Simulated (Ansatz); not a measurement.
# CH₂FGe (SMILES F[CH]=[GeH-]) (charge −1): what the fields show

Input

```
crystal:
  periodic: [false, false, false]
  atoms:
    - {symbol: C, position_ang: [-0.720965, -0.554379, 0.016830]}
    - {symbol: F, position_ang: [-2.037364, -0.754416, 0.453589]}
    - {symbol: Ge, position_ang: [0.181676, 1.036845, 0.253829]}
    - {symbol: H, position_ang: [-0.385648, -1.488807, -0.457980]}
    - {symbol: H, position_ang: [1.481792, 0.418397, -0.478639]}
basis:
  gaussian: {orbitals: def2-TZVPD}
total_charge: -1
output: {forces: true, orbitals: {seedname: orbitals}}
hamiltonian: {xc: pbe0}
```

Command:

```sh
ansatz run input.yaml --threads 2 --pin off --max-ram 4350MiB --events-out events.jsonl --progress --plain --runs-dir runs
```

Geometry: PBE0-D3(BJ)/def2-SVPD.

Computed with isolated molecule in a Gaussian basis; Kohn-Sham density functional theory, functional PBE0 in Ansatz.

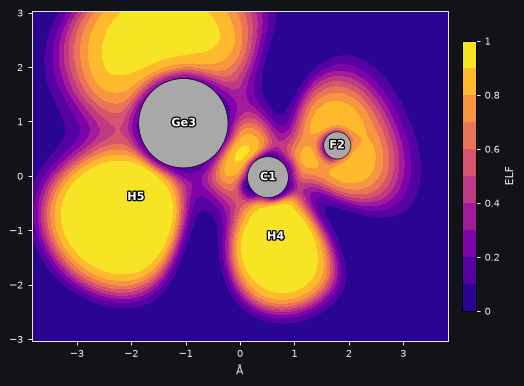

Figure 1. ELF on the molecular plane. Grey discs cover the atomic cores.

Q: Interpret the plot.

A: The plane passes through C, F, Ge and H nuclei.
C–F (1.40 Å): the ELF peaks at about 0.80 between the atoms; a shared but strongly polarised pair.
C–Ge (1.84 Å): the ELF peaks at about 0.90 in the valence shell of C, 0.6 Å from its nucleus, and is about 0.55 at the midpoint.
C–H (1.10 Å): the ELF climbs to about 1 towards the hydrogen, as it does in any bond to H; a covalent bond by its length.
Ge–H (1.62 Å): the ELF climbs to about 1 towards the hydrogen.
The ELF also peaks beside F2, away from the bonds: lone-pair regions.

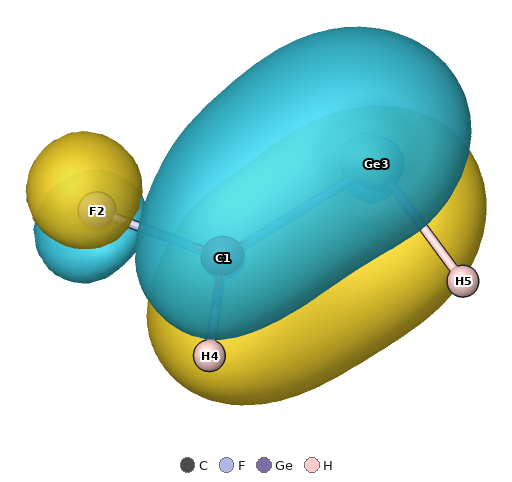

Figure 2. The HOMO at ±0.1 Å⁻³ᐟ² (yellow and cyan are the two phases), seen at a tilt.

Q: Describe this orbital and give its energy.

A: It lies mainly on C1 (about 45 %), Ge3 (about 40 %) and F2 (about 10 %); it changes sign across the molecular plane (π type); π-bonding across C1–Ge3. Its energy is −0.23 eV.

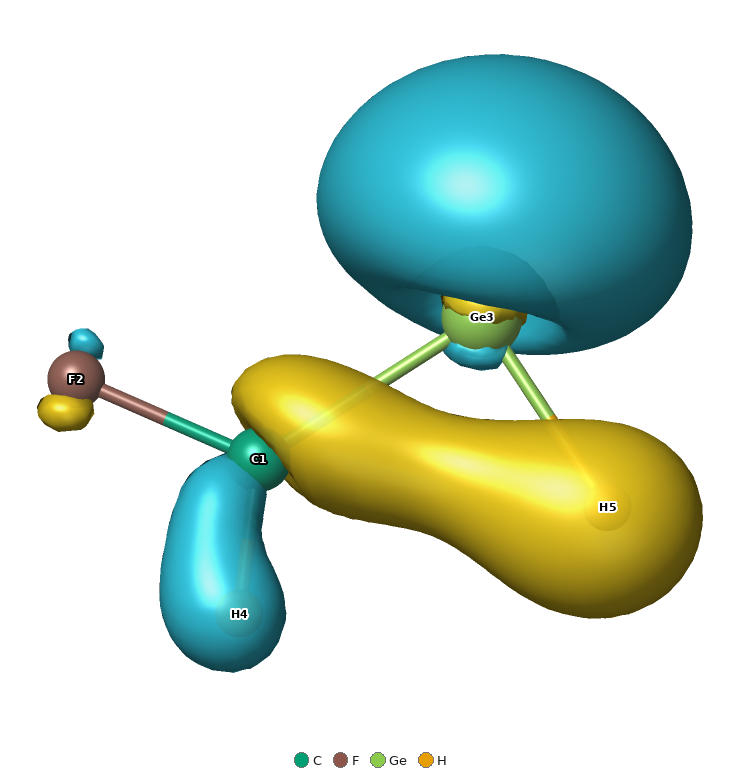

Figure 3. The HOMO−1 at ±0.15 Å⁻³ᐟ² (yellow and cyan are the two phases), seen at a tilt.

Q: What is the character of this orbital?

A: By Hirshfeld shares it lies mainly on Ge3 (about 75 %), H5 (about 10 %) and C1 (about 10 %); it is symmetric in the molecular plane (an in-plane orbital: σ, lone-pair or in-plane π type). Its energy is −0.88 eV.
